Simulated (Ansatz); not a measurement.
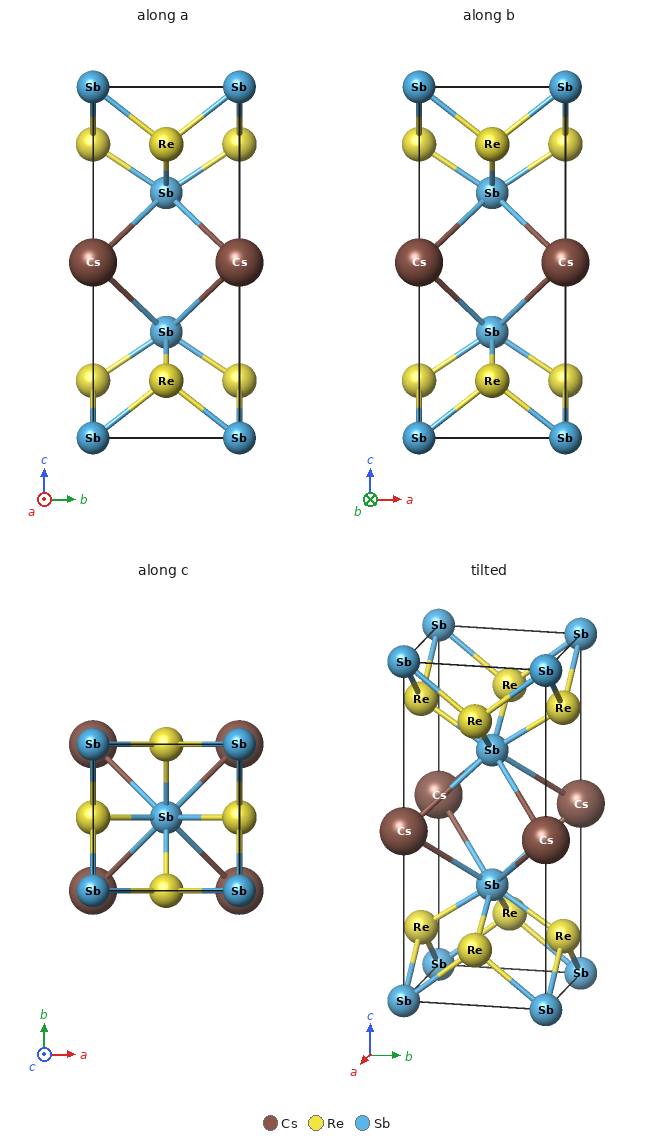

Crystal structure, ball-and-stick style, seen along the a axis, along the b axis, along the c axis and slightly off an axis. The wireframe shows the conventional unit cell.

Lattice parameters: a = 4.417 Å, b = 4.417 Å, c = 10.590 Å, α = 90.00°, β = 90.00°, γ = 90.00°. Put a along x and b in the xy plane.

### Write down what is shown as a POSCAR file, with free fractional coordinates to two decimals.

```
Cs Re Sb
1.0
     4.417    0.000    0.000
     0.000    4.417    0.000
     0.000    0.000   10.590
Cs Re Sb
1 4 3
Direct
  0.00 0.00 0.50
  0.00 0.50 0.16
  0.50 0.00 0.16
  0.00 0.50 0.84
  0.50 0.00 0.84
  0.50 0.50 0.30
  0.50 0.50 0.70
  0.00 0.00 0.00
```

The structure is a generated cell, made by putting these elements into a known structure type (the compound may or may not exist in this form); no relaxation was done. Ansatz was used for an electronic-structure calculation on it.

At this level of theory the cell isn't at rest (stretched, at -10 GPa and forces up to 1.6 eV/Å), so its distances can differ from those at equilibrium, the more so the softer the solid.
